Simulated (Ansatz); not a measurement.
# F2H2Si2 (SMILES F[SiH](F)[SiH]): what the fields show

Input file:

```
basis:
  gaussian:
    orbitals: def2-TZVPD
crystal:
  periodic: [false, false, false]
  atoms:
    - {symbol: F, position_ang: [-1.830810, -1.322147, 2.269874]}
    - {symbol: F, position_ang: [-0.059839, -0.057553, 3.659484]}
    - {symbol: Si, position_ang: [-0.363017, -0.647517, 2.187097]}
    - {symbol: Si, position_ang: [1.208904, -2.347203, 1.541721]}
    - {symbol: H, position_ang: [-0.442639, 0.532597, 1.277066]}
    - {symbol: H, position_ang: [0.512225, -2.388760, 0.178652]}
output:
  forces: true
  orbitals: {seedname: orbitals}
hamiltonian:
  xc: pbe0
```

Command:

```sh
ansatz run input.yaml --threads 1 --pin off --max-ram 2610MiB --events-out events.jsonl --progress --plain --runs-dir runs
```

Geometry: B3LYP/6-31G*.

These are results of isolated molecule in a Gaussian basis; Kohn-Sham density functional theory, functional PBE0 in Ansatz 0.2.0, not measurements.

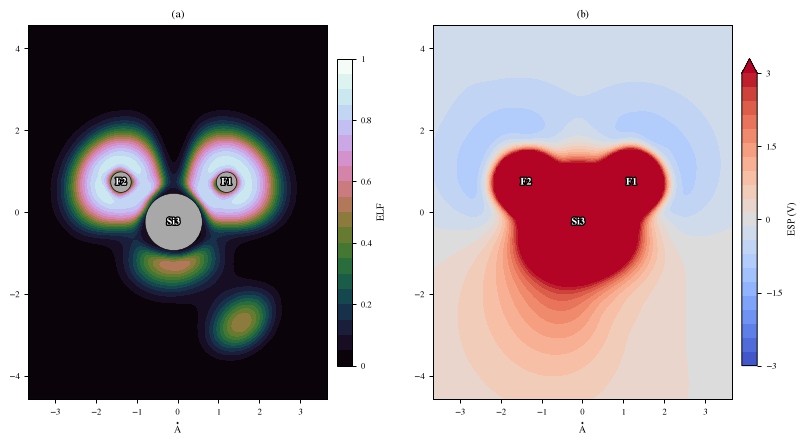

Figure 1. (a) ELF; (b) molecular electrostatic potential on the plane of atoms F1, Si3 and F2. Grey discs cover the atomic cores in the ELF map.

Q: What do the fields say about this system?

A:
- Atoms in the plane: F and Si.
- Si–F (1.61 Å): the ELF peaks at about 0.85 in the valence shell of F, 0.6 Å from its nucleus, and is about 0.50 at the midpoint.
- The ELF also peaks beside F1 and F2, away from the bonds: lone-pair regions.
- Outside the dense part of the molecule the potential is most negative (−0.9 V) near F2.

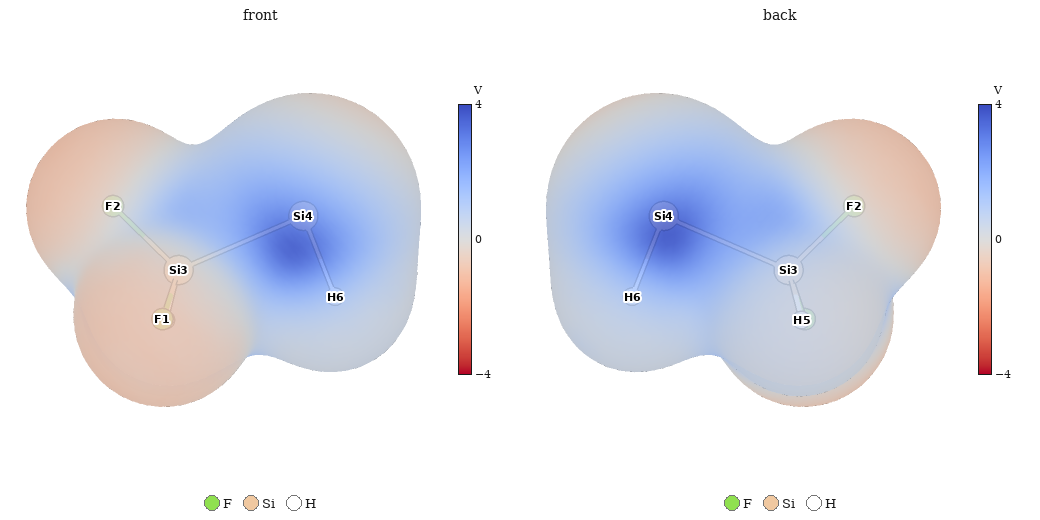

Figure 2. The molecular electrostatic potential painted on the density surface at 0.002 e/bohr³, seen from the front and from behind; the colour scale runs from red (negative) to blue (positive).

Q: Which sites attract a positive test charge, and which a negative one?

A: A positive charge is drawn to the negative regions and a negative charge to the positive ones. The most negative region (about −0.9 V, or −21 kcal/mol for a unit charge) lies over F2, the most positive (about +3.4 V, or +78 kcal/mol for a unit charge) over Si4.

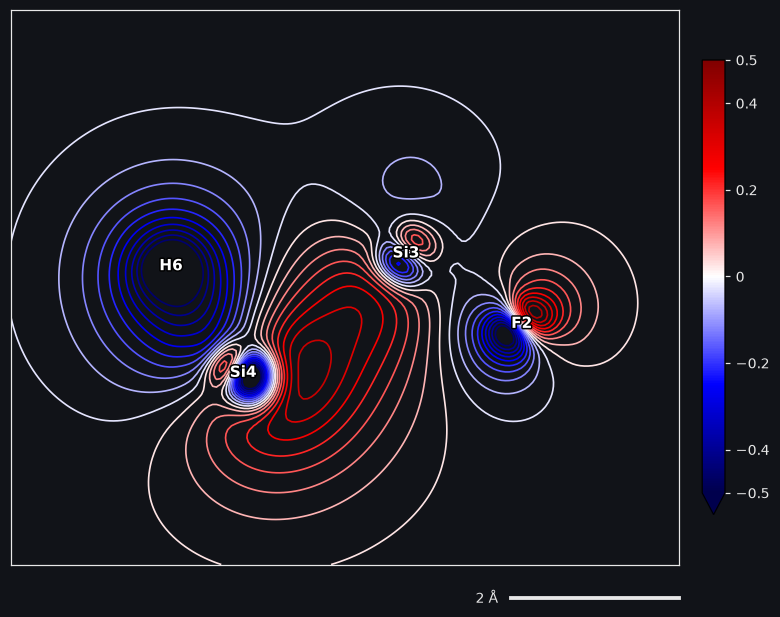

Figure 3. The HOMO−1 on the plane of atoms Si3, Si4 and H6 (values in Å⁻³ᐟ²; the overall sign is arbitrary).

Q: Describe this orbital and give its energy.

A: Its weight (Hirshfeld) is mainly on Si4 (about 50 %), H6 (about 25 %) and Si3 (about 15 %). Its energy is −8.87 eV.

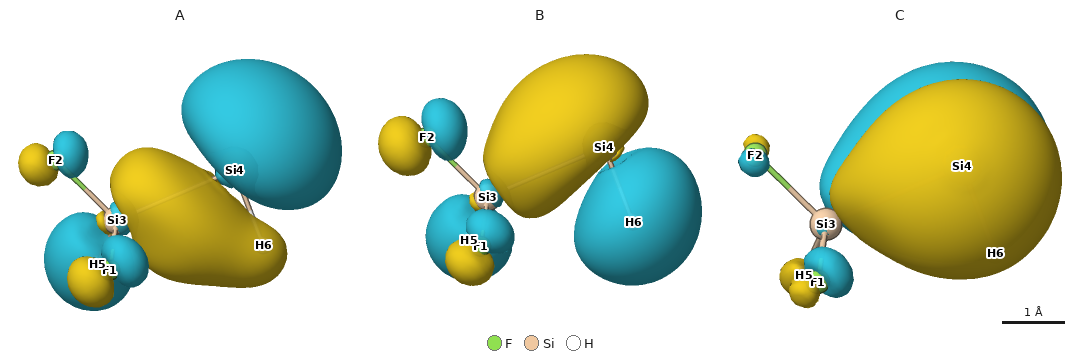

Figure 4. Three frontier orbitals at ±0.08 Å⁻³ᐟ² (yellow and cyan are the two phases), in no order.

Q: Which picture is the HOMO−1, the HOMO and the LUMO?

A: B is the HOMO−1 (−8.87 eV). By Hirshfeld shares it lies mainly on Si4 (about 50 %), H6 (about 25 %) and Si3 (about 15 %). A is the HOMO (−7.09 eV). It lies mainly on Si4 (about 65 %) and Si3 (about 20 %). C is the LUMO (−3.89 eV). By Hirshfeld shares it lies mainly on Si4 (about 80 %) and Si3 (about 15 %).

Q: What is the HOMO–LUMO gap?

A: 3.20 eV between the orbital energies.
